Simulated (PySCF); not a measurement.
SMILES CN at its B3LYP/def2-SVP optimised geometry (Å):

```
7

C     -0.2350    -0.6367     0.0000
N     -0.8770     0.6706     0.0000
H     -0.5594    -1.2107    -0.8839
H     -0.5594    -1.2107     0.8839
H      0.8770    -0.6367     0.0000
H     -0.5820     1.2107    -0.8138
H     -0.5824     1.2105     0.8141
```

Method: B3LYP/def2-TZVP (PySCF).

Map of the electron localisation function on the plane z = 0.8 Å:

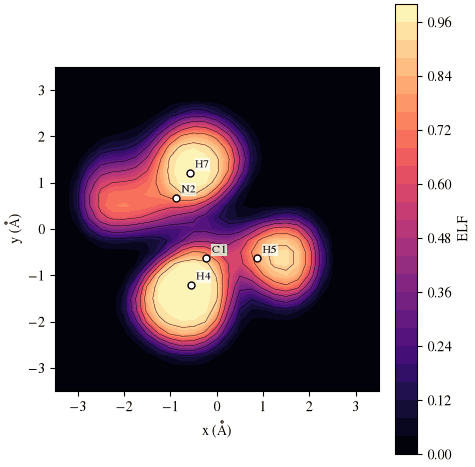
Electron localisation function on the plane z = 0.8 Å.
